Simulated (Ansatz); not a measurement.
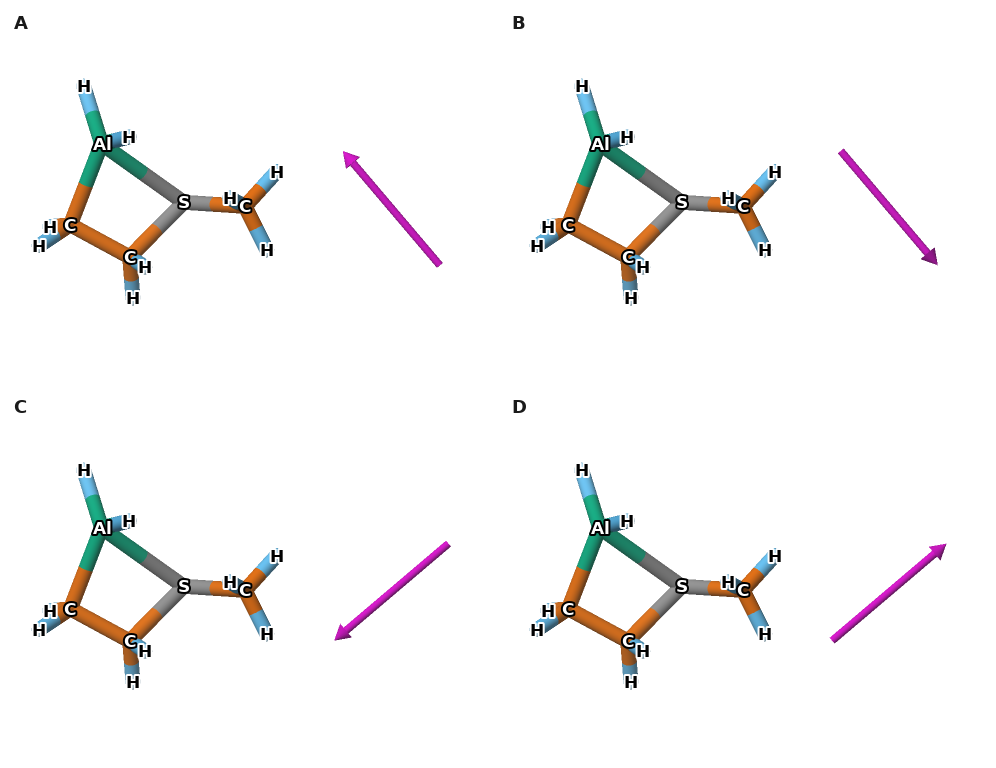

The same molecule four times, each with an arrow. The geometry was computed by an optimisation with PBE-D4/def2-SVP. No frequency run is at hand to confirm it as a minimum. Properties computed with RKS PBE-D4/def2-SVP (Ansatz 0.2.0).

> Which arrow points along the dipole moment, from the negative to the positive end?

B. The dipole moment is 3.46 D.
